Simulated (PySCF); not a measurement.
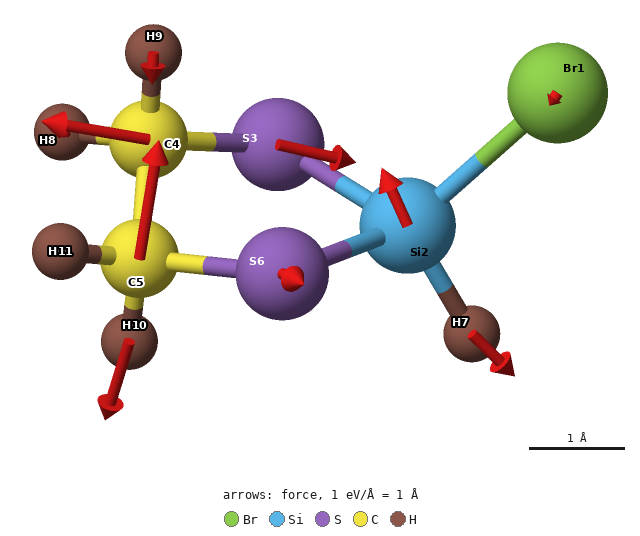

Starting geometry of C₂H₅BrS₂Si with the computed forces as red arrows. The picture is a ball-and-stick view, seen at a tilt.

The start comes from GFN2-xTB. Its atoms were then displaced at random by about 0.01 Å.

All numbers below come from PBE0-D3(BJ)/def2-SVP geometry optimisation, gas phase (PySCF 2.14.0, density-fitted response routines). 

Q: Is this structure relaxed? If not, where do the atoms go?

A: It isn't relaxed: the largest force vector, on C5, is 1.33 eV/Å. The final displacements have little in common with the starting forces (cosine between the two patterns 0.11). The largest move after the best rigid fit is that of Br1, 0.23 Å. Largest moves by element: Br 0.23 Å, H 0.23 Å, S 0.20 Å, C 0.04 Å, Si 0.04 Å. Some distances before and after: S3–C4 1.784 → 1.833 Å, Si2–H7 1.450 → 1.484 Å, C5–H10 1.071 → 1.100 Å, Si2–S3 2.152 → 2.133 Å. Among the angles between lasting bonds that change: C4–C5–S6 109.5° → 111.9°, S6–Si2–H7 113.6° → 115.8°. Over 12 geometry steps the energy falls by 8.48 kJ/mol.
